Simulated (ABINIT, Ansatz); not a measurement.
# Lattice dynamics of RbCaH3 (Pm-3m) in two programs, part 4 of 4

How does RbCaH3 (Pm-3m) vibrate, and is this structure a minimum?

ABINIT 10.8.3; DFT LDA, scalar-relativistic, plane waves, PseudoDojo norm-conserving pseudopotentials.

So far, highest frequency (cm⁻¹): step 7 (interpolated phonon bands) 1366.

## Step 10: The same in Ansatz

The same cell, potentials and cutoff go through another code, on another k mesh. Its k mesh is centred on Γ.

This step: DFT LDA, scalar-relativistic, plane waves, PseudoDojo norm-conserving pseudopotentials (Ansatz 0.2.0).

input.yaml

```yaml
crystal:
  lattice:
    - [4.3970068589, 0.0, 0.0]
    - [0.0, 4.3970068589, 0.0]
    - [0.0, 0.0, 4.3970068589]
  atoms:
    - { symbol: Rb, position: [0.0, 0.0, 0.0] }
    - { symbol: Ca, position: [0.5, 0.5, 0.5] }
    - { symbol: H, position: [0.0, 0.5, 0.5] }
    - { symbol: H, position: [0.5, 0.0, 0.5] }
    - { symbol: H, position: [0.5, 0.5, 0.0] }
kpoints:
  mp_grid: { grid: [6, 6, 6] }
hamiltonian:
  xc: lda
  pseudopotentials: { kind: nc, accuracy: standard }
scf:
  occupations: { method: fixed }
output:
  eigenvalues: true
basis:
  ecutwfc: 843.553
phonons:
  method: dfpt
  dielectric: true
  rigid_motions: translations
  qmesh: [2, 2, 2]
  temperatures: { t_max: 1000, t_step: 50 }
  qpath:
    path:
      - [[0.0, 0.0, 0.0], [0.0, 0.5, 0.0], [0.5, 0.5, 0.0], [0.0, 0.0, 0.0], [0.5, 0.5, 0.5], [0.0, 0.5, 0.0]]
      - [[0.5, 0.5, 0.5], [0.5, 0.5, 0.0]]
    npoints: 10
```

Run with:

```sh
ansatz run input.yaml --threads 4 --pin off --max-ram 8192MiB --backend cpu --events-out ev --progress --plain --runs-dir out
```

What it wrote:

```text
Warning: basis.ecutwfc = 843.553 eV is below the records' recommended 1006.821291 eV, and the density's cutoff is lower with it unless basis.ecutrho_ratio is high enough to keep the records' density cutoff: compare with a run at a higher cutoff
Engine: ansatz 0.2.0, aarch64-unknown-linux-gnu
Pseudopotentials: kind: nc
Pseudopotential: Rb, nc, valence charge 9, recommended cutoff 571.439111 eV (normal), Rb.nc.azcp (PseudoDojo's, or run here from an input of PseudoDojo's; its table is named by hamiltonian.pseudopotentials.accuracy)
Pseudopotential: Ca, nc, valence charge 10, recommended cutoff 979.609905 eV (normal), Ca.nc.azcp (PseudoDojo's, or run here from an input of PseudoDojo's; its table is named by hamiltonian.pseudopotentials.accuracy)
Pseudopotential: H, nc, valence charge 1, recommended cutoff 1006.821291 eV (normal), H.nc.azcp (PseudoDojo's, or run here from an input of PseudoDojo's; its table is named by hamiltonian.pseudopotentials.accuracy)
Functional definition: SPW92
  exchange = slater_x
  correlation = pw_c
Crystal: 5 atoms, lattice volume = 85.010 Å³
Basis set: ecut = 843.553 eV, 4729 PW (Γ), exchange–correlation on 90×90×90 points (8 copies of the dense FFT grid, shifted against one another)
Bands: 16, of which v1, the nominal top of the filled ones, is band 11 counted from 1 (10 counted from 0)
Symmetry: 48 space group operations
k-points: 80 of 216 (irreducible under 2 space group operations, time reversal used)
Non-local potential: Rb, projectors of the file, l = 0: 2, l = 1: 2, l = 2: 2
Non-local potential: Ca, projectors of the file, l = 0: 2, l = 1: 2, l = 2: 2
Non-local potential: H, projectors of the file, l = 0: 2, l = 1: 1
Initial density: superposition of atomic densities (chi_scale 0.1, normalization cell, long waves kept (reshape's long-wave potential 0.00 eV rms))
Initial wavefunctions: pseudopotential atomic-orbital guess
Functional: x = slater, c = lda
SCF iter   1: F=—  HF=-1840.138414 eV  |F-HF|=—  |Δ(HF+E_count)|=         —  Δρ=5.44e-2  dr2=3.00e0  ethr=3.10e-3  ⟨swp⟩=6.7  Hψ=7418  notcnv=0  defer=195
preconditioner: auto → Resta (q_TF=auto, 2.178 Å⁻¹)  ε∞=2.8  [insulator: Δε(μ)=3.866 eV  Ē_g=10.265 eV  n_scr=18 (ndim 8)  ℏωp=14.0 eV  f_vac=0.000  ε∞_Penn≈2.8]
SCF iter   2: F=—  HF=-1839.243881 eV  |F-HF|=—  |Δ(HF+E_count)|=   8.95e-1  Δρ=2.26e-2  dr2=6.44e-1  ethr=3.10e-3  ⟨swp⟩=2.3  Hψ=2392  notcnv=0  defer=201
SCF iter   3: F=—  HF=-1839.013235 eV  |F-HF|=—  |Δ(HF+E_count)|=   2.31e-1  Δρ=3.88e-3  dr2=1.10e-2  ethr=2.93e-3  ⟨swp⟩=2.9  Hψ=2561  notcnv=0  defer=175
SCF iter   4: F=—  HF=-1839.012574 eV  |F-HF|=—  |Δ(HF+E_count)|=   6.60e-4  Δρ=8.67e-4  dr2=6.78e-4  ethr=5.01e-5  ⟨swp⟩=3.9  Hψ=2615  notcnv=0  defer=228
SCF iter   5: F=—  HF=-1839.012374 eV  |F-HF|=—  |Δ(HF+E_count)|=   2.01e-4  Δρ=1.75e-4  dr2=2.18e-5  ethr=3.08e-6  ⟨swp⟩=3.7  Hψ=2526  notcnv=0  defer=226
SCF iter   6: F=—  HF=-1839.012378 eV  |F-HF|=—  |Δ(HF+E_count)|=   4.24e-6  Δρ=3.64e-5  dr2=8.73e-7  ethr=9.89e-8  ⟨swp⟩=2.9  Hψ=2015  notcnv=0  defer=222
SCF iter   7: F=—  HF=-1839.012346 eV  |F-HF|=—  |Δ(HF+E_count)|=   3.20e-5  Δρ=5.12e-6  dr2=1.74e-8  ethr=3.97e-9  ⟨swp⟩=2.1  Hψ=1780  notcnv=0  defer=220
SCF iter   8: F=—  HF=-1839.012346 eV  |F-HF|=—  |Δ(HF+E_count)|=   1.12e-8  Δρ=7.29e-7  dr2=2.75e-10  ethr=7.90e-11  ⟨swp⟩=2.0  Hψ=2035  notcnv=0  defer=220
SCF iter   9: F=-1839.012346 eV  HF=-1839.012346 eV  |F-HF|=1.82e-12  |Δ(HF+E_count)|=  3.09e-10  Δρ=7.43e-8  dr2=3.59e-12  ethr=1.00e-12  ⟨swp⟩=19.0  Hψ=13673  notcnv=0
SCF 1 converged in 9 iterations: F = -1839.012346 eV  dr2 = 3.59e-12
DFPT response loops at Γ: preconditioner auto → none (the input reference at scf.mixing.eps_inf says where Resta's filter doesn't serve); β = 0.50; Broyden in place of MSR1
── the response to a field inside a basis, on 6×6×6 k-points: an SCF that follows is theirs, and a resumed run solves both again ──
Bands: 12, of which v1, the nominal top of the filled ones, is band 11 counted from 1 (10 counted from 0)
k-points: 10 of 216
Initial density: handed on by an earlier stage of this run
Initial wavefunctions: pseudopotential atomic-orbital guess (no wavefunctions were taken with the density)
Eigensolver: Dense (10 Hₖ)
SCF iter   1: F=—  HF=-1839.010250 eV  |F-HF|=—  |Δ(HF+E_count)|=         —  Δρ=1.85e-4  dr2=5.83e-6  ethr=1.00e-1
preconditioner: auto → Resta (q_TF=auto, 2.178 Å⁻¹)  ε∞=3.3  [insulator: Δε(μ)=3.202 eV  Ē_g=9.275 eV  n_scr=18 (ndim 8)  ℏωp=14.0 eV  f_vac=0.000  ε∞_Penn≈3.3]
SCF iter   2: F=—  HF=-1839.010251 eV  |F-HF|=—  |Δ(HF+E_count)|=   9.60e-7  Δρ=9.37e-5  dr2=1.44e-6  ethr=2.65e-8
SCF iter   3: F=-1839.010252 eV  HF=-1839.010252 eV  |F-HF|=2.59e-9  |Δ(HF+E_count)|=   5.56e-7  Δρ=5.28e-6  dr2=1.63e-8  ethr=6.54e-9
SCF 1 converged in 3 iterations: F = -1839.010252 eV  dr2 = 1.63e-8
DFPT response loops at Γ: mixed as the last ones told, above
NSCF: frozen V_eff on 20 k-points
NSCF: frozen V_eff on 128 k-points
DFPT response loops at q = (0, 0, -0.5) (fractional): preconditioner auto → Resta (q_TF=auto, 2.178 Å⁻¹)  ε∞=4.6 (no band partly filled); β = 1.00, the filter's whole step (`scf.mixing.beta` (0.50) is not read by the response loops at its default; to damp them type it under 1.00, their step now; it binds the ground state too); Broyden in place of MSR1
NSCF: frozen V_eff on 128 k-points
DFPT response loops at q = (0, -0.5, -0.5) (fractional): mixed as the last ones told, above
NSCF: frozen V_eff on 128 k-points
DFPT response loops at q = (-0.5, -0.5, -0.5) (fractional): preconditioner auto → none (the input reference at scf.mixing.eps_inf says where Resta's filter doesn't serve); β = 0.50; Broyden in place of MSR1
SCF converged after 9 iterations
Free energy (F): -1839.012346 eV
Harris-Foulkes:  -1839.012346 eV  (|F-HF|=1.82e-12)
Internal energy: -1839.012346 eV  (E = F + TS)
E sigma→0 (E₀):  -1839.012346 eV
Fermi energy:    2.661912 eV
--- Per-component energies (eV) ---
  E_band       = -244.343738
  E_kinetic    = 603.793821
  E_local      = -1301.277413  (includes V_loc(G=0)·N_el)
  E_nonlocal   = 46.183448
  E_hartree    = 387.485182
  E_xc         = -417.335321
  E_vxc        = -368.013976  (∫ρ·V_xc dr)
  E_ewald      = -1157.862063
  E_smearing   = -0.000000  (= −TS)
  E_closure    = 0.000000  (closes the sum)
  Σ components = -1839.012346   (vs F -1839.012346, Δ=0.00e0)
--- Band table (eV; the first three rows and the last of 80) ---
  k-point 0: bands = [... 7 lower, -6.6156, -0.4278, 2.0593, 2.0593, 8.6915, 8.6915, 8.6915, 10.0590, ... 1 higher]
  k-point 1: bands = [... 7 lower, -6.6114, -0.1660, 2.1169, 2.1260, 8.5417, 8.5417, 8.7708, 9.3026, ... 1 higher]
  k-point 2: bands = [... 7 lower, -6.6032, 0.4920, 2.0681, 2.2702, 8.2961, 8.2961, 8.6369, 8.6622, ... 1 higher]
  k-point 79: bands = [... 7 lower, -6.7905, 2.3619, 2.3619, 2.3619, 6.9509, 6.9509, 6.9509, 8.5838, ... 1 higher]
--- Phonons (Γ-DFPT): 4 representative perturbations + reference, on 80 of 216 k-points (Σ response iterations 13) ---
  k mesh reduced under 2 symmetry operations, with k and −k counted as one. Each operation leaves every solved perturbation unchanged. A smaller set is not considered because the run solves the response to a homogeneous field
  ASR residual: 1.197e-4 → 0.000e0 eV/Å²; symmetrization residual: 1.004e-6 eV/Å²
  ASR residual per site (eV/Å²): 5.95e-6 1.20e-4 1.67e-5 1.67e-5 1.67e-5
  Γ frequencies (cm⁻¹): 0.00 0.00 0.00 108.35 108.35 108.35 349.48 349.48 349.48 405.87 405.87 405.87 1206.48 1206.48 1206.48
  ε∞ (high-frequency dielectric tensor):
        3.455031    -0.000000     0.000000
       -0.000000     3.455031    -0.000000
        0.000000    -0.000000     3.455031
  ε⁰ (static dielectric tensor: ions relaxed, cell fixed):
       11.878775    -0.000000    -0.000000
       -0.000000    11.878775    -0.000000
       -0.000000    -0.000000    11.878775
  ε⁰ − ε∞ (ionic part):
        8.423744    -0.000000    -0.000000
       -0.000000     8.423744    -0.000000
       -0.000000    -0.000000     8.423744
  softest optical mode at Γ: 108.35 cm⁻¹; the repairs (sum rule, projections) moved no ω² at Γ by more than (2.93 cm⁻¹)²
  Born effective charges Z* (e; rows j = field, columns β = displacement):
    site 0:
         1.08839    0.00000    0.00000
        -0.00000    1.08839    0.00000
         0.00000   -0.00000    1.08839
    site 1:
         1.73852   -0.00000    0.00000
        -0.00000    1.73852    0.00000
        -0.00000    0.00000    1.73852
    site 2:
        -1.06927   -0.00000    0.00000
         0.00000   -0.87882    0.00000
        -0.00000    0.00000   -0.87882
    site 3:
        -0.87882    0.00000    0.00000
         0.00000   -1.06927    0.00000
        -0.00000    0.00000   -0.87882
    site 4:
        -0.87882    0.00000   -0.00000
         0.00000   -0.87882    0.00000
        -0.00000    0.00000   -1.06927
  Z* charge neutrality: 1.005e-3 e pre-enforcement
  solved inside a basis spanned on kpoints, on 6×6×6 k-points, its susceptibility summed on 10×10×10: ε∞ is read to err by 8.1e-3, Z* by 1.1e-2 e (field_mesh: kpoints solves on kpoints); Z* is corrected for what the basis lacks
  optical modes at Γ without the LO–TO term, one row a degenerate level:
      ω (cm⁻¹)  modes    IR ((D/Å)²/amu)
        108.35      3             2.9048
        349.48      3             0.0000
        405.87      3           117.1665
       1206.48      3            70.6728
  optical modes at Γ + LO–TO along q̂ = [1.0000, 0.0000, 0.0000]:
      ω (cm⁻¹)  modes    IR ((D/Å)²/amu)
        108.35      2             1.9366
        118.67      1             0.1065
        349.48      3             0.0000
        405.87      2            78.1110
        641.97      1            28.4831
       1206.48      2            47.1152
       1291.34      1            34.9919
  optical modes at Γ + LO–TO along q̂ = [0.0000, 1.0000, 0.0000]:
      ω (cm⁻¹)  modes    IR ((D/Å)²/amu)
        108.35      2             1.9366
        118.67      1             0.1065
        349.48      3             0.0000
        405.87      2            78.1110
        641.97      1            28.4831
       1206.48      2            47.1152
       1291.34      1            34.9919
  optical modes at Γ + LO–TO along q̂ = [0.0000, 0.0000, 1.0000]:
      ω (cm⁻¹)  modes    IR ((D/Å)²/amu)
        108.35      2             1.9366
        118.67      1             0.1065
        349.48      3             0.0000
        405.87      2            78.1110
        641.97      1            28.4831
       1206.48      2            47.1152
       1291.34      1            34.9919
--- Phonons (arbitrary-q DFPT): 4 irreducible q on the 2×2×2 mesh ---
  q = [0.0000, 0.0000, 0.0000] (star 1, of the zone-centre solve; hermiticity 1.60e-7, symmetrization 1.60e-7): -0.00 0.00 0.00 108.35 108.35 108.35 349.48 349.48 349.48 405.87 405.87 405.87 1206.48 1206.48 1206.48
  q = [0.0000, 0.0000, -0.5000] (star 3, 9 solved perturbations in 504 linear systems a pass and spin channel, the states on 64 of 216 k-point pairs; hermiticity 8.87e-8, symmetrization 1.14e-13): 61.86 61.86 86.85 106.95 106.95 193.94 406.15 406.15 421.44 428.41 428.41 668.99 1205.82 1205.82 1313.77
  q = [0.0000, -0.5000, -0.5000] (star 3, 9 solved perturbations in 504 linear systems a pass and spin channel, the states on 64 of 216 k-point pairs; hermiticity 9.40e-8, symmetrization 8.44e-14): 60.00 64.38 64.38 125.98 196.57 203.09 203.09 451.36 451.36 463.34 463.34 674.24 1204.80 1222.59 1347.26
  q = [-0.5000, -0.5000, -0.5000] (star 1, 4 solved perturbations in 184 linear systems a pass and spin channel, the states on 64 of 216 k-point pairs; hermiticity 7.57e-8, symmetrization 4.00e-13): 68.68 68.68 68.68 147.82 147.82 147.82 221.45 221.45 221.45 602.59 602.59 602.59 1222.54 1222.54 1365.39
  sum rule: each row above includes the acoustic sum rule's correction from the zone centre's row sums; it moved no ω² by more than (2.12 cm⁻¹)²
  mesh force constants: q→R imaginary residual 8.22e-18; ASR residual 1.197e-4 → 0.000e0 eV/Å²; symmetrization residual 9.770e-15 eV/Å²
  interpolated dispersion: 63 rows × 15 modes
  density of states and harmonic sums: on the 14×14×14 q-mesh, interpolated from the force constants of a 2×2×2 supercell (with the dipole–dipole term)
  largest difference from the sums on the solved wave vectors: F 6.12e-2 eV, S 9.43e-5 and C_V 3.15e-5 eV/K
  zero-point energy: 0.439238 eV/cell   skipped modes (ω ≤ 0): 3   left out of the sums: 7.29e-5 of the cell's modes: C_V's classical limit lies that fraction below 3 k_B per atom; for a crystal, a wire or a layer, F and S can be off by more, and a phonons.interpolated_qmesh denser along its periods is the remedy for the sampling
```

It took 1.8 min on 4 threads of Arm Neoverse V2, shared host; peak memory 1.3 GiB; 7.1 min of CPU time.

Numbers from this step:

```
sum-rule residual before enforcement                               : 1.20e-4 eV/Å²
miss of the charge sum rule                                        : 0.001005 e
estimated error of the dielectric tensor                           : 0.008149
estimated error of the Born charges                                : 0.01088 e
mean frequency                                                     : 472.4 cm⁻¹
Debye temperature (second moment)                                  : 1182 K
logarithmic mean frequency                                         : 294.6 cm⁻¹
highest optical zone-centre mode (no LO-TO term)                   : 1206 cm⁻¹
lowest optical zone-centre mode                                    : 108.3 cm⁻¹
mean high-frequency dielectric constant                            : 3.455
mean static dielectric constant                                    : 11.88
lowest mode on the q mesh (acoustic ones at the zone centre apart) : 60 cm⁻¹
zero-point energy per atom                                         : 87.85 meV
heat capacity at 300 K                                             : 17.05 J/(mol atoms K)
```

Transverse modes. Lines of the infrared spectrum (strongest = 100):

```csv
position (cm⁻¹),label,"IR intensity ((D/Å)²/amu), degenerate modes summed, relative"
108,T1u,2.5
350,T2u,0.0
406,T1u,100
1206,T1u,60
```

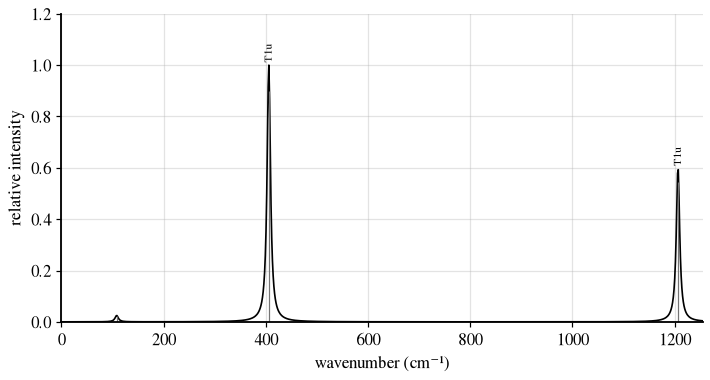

The infrared spectrum, broadened with Lorentzians of width 8 cm⁻¹; bars mark the lines.

## Step 11: The two compared: ABINIT PseudoDojo and Ansatz, PseudoDojo

Worked out from the results:

```yaml
root_mean_square_difference: 0.1 cm⁻¹
largest_difference: 0.21 cm⁻¹
root_mean_square_difference_on_the_path: 0.1 cm⁻¹
largest_difference_on_the_path: 0.2 cm⁻¹
```

The 12 of 57 modes that differ most. Frequencies side by side:

```
q (reciprocal lattice)  mode  ABINIT PseudoDojo (cm⁻¹)  Ansatz, PseudoDojo (cm⁻¹)
                 0 0 0     7                     349.7                      349.5
                 0 0 0     8                     349.7                      349.5
                 0 0 0     9                     349.7                      349.5
               0.5 0 0     7                     406.3                      406.1
               0.5 0 0     8                     406.3                      406.1
               0.5 0 0    13                      1206                       1206
               0.5 0 0    14                      1206                       1206
             0.5 0.5 0    13                      1205                       1205
             0.5 0.5 0    14                      1223                       1223
           0.5 0.5 0.5     4                       148                      147.8
           0.5 0.5 0.5     5                       148                      147.8
           0.5 0.5 0.5     6                       148                      147.8
```

The two runs side by side. Further quantities:

```
                                                                               quantity  ABINIT PseudoDojo  Ansatz, PseudoDojo
                                                                                mean ε∞              3.454               3.455
largest Born charge in size (e; the first before, the second after the charge sum rule)              1.738               1.738
```

The interpolated bands of the two lie on top of each other.

At the solved wavevectors the largest difference (acoustic modes at Γ apart) is 0.02 % of the highest mode.

## Step 12: What came out

```yaml
space_group_after_relaxation: Pm-3m
volume_per_atom: 17.0 Å³
highest_optical_zone_centre_mode_no_lo_to_term: 1207 cm⁻¹
lowest_optical_zone_centre_mode: 108.4 cm⁻¹
highest_mode_moved_by_the_lo_to_term: 1291 cm⁻¹
mean_high_frequency_dielectric_constant: 3.45
largest_born_charge_in_size_third_of_the_trace: 1.74 e
mean_static_dielectric_constant: 11.9
q_mesh: 2×2×2
lowest_mode_on_the_q_mesh_acoustic_ones_at_the_zone_centre_apart: 60.0 cm⁻¹
zero_point_energy_per_atom: 88.8 meV
heat_capacity_at_300_k: 17.0 J/(mol atoms K)
vibrational_entropy_at_300_k: 22.0 J/(mol atoms K)
imaginary_modes_on_the_q_mesh: none
largest_difference_from_ansatz_pseudodojo: 0.21 cm⁻¹
```

What this shows: RbCaH3 (Pm-3m) is dynamically stable on the 2×2×2 mesh; its spectrum reaches 1366 cm⁻¹. At the LDA level the optical modes of RbCaH3 (Pm-3m) at the zone centre (no LO-TO term) run from 108 to 1207 cm⁻¹. Along the directions run, the highest mode that the macroscopic field moves lies at 1291 cm⁻¹. Lattice motion raises the mean dielectric constant from 3.454 to 11.87. ABINIT PseudoDojo and Ansatz, PseudoDojo agree to 0.21 cm⁻¹ (0.02 % of the highest mode compared) on all solved modes but the acoustic ones at Γ, without the LO-TO term. These are harmonic frequencies at zero temperature: anharmonic shifts and linewidths and thermal expansion are left out. Ansatz warns that the cutoff lies 16 % under the one recommended for these files; agreement at one cutoff is not convergence. Electron-phonon shifts of the levels were run after this but are left out: their k mesh was shifted and missed the band edges. The q mesh stands for a supercell only 8.8 Å across, so branches between the solved wavevectors are rough.

[Host names and launcher messages were left out of these logs when they were recorded.]

[Logs are printed without paths, hosts, clocks, repeated set-up lines and the standing remarks that a program may print on its own settings, such as how far it seeks lower states.]

[Hosts, paths, dates, database ids (printed as entryN), source tags and the programs' standing remarks are cut or masked in the printed files.]
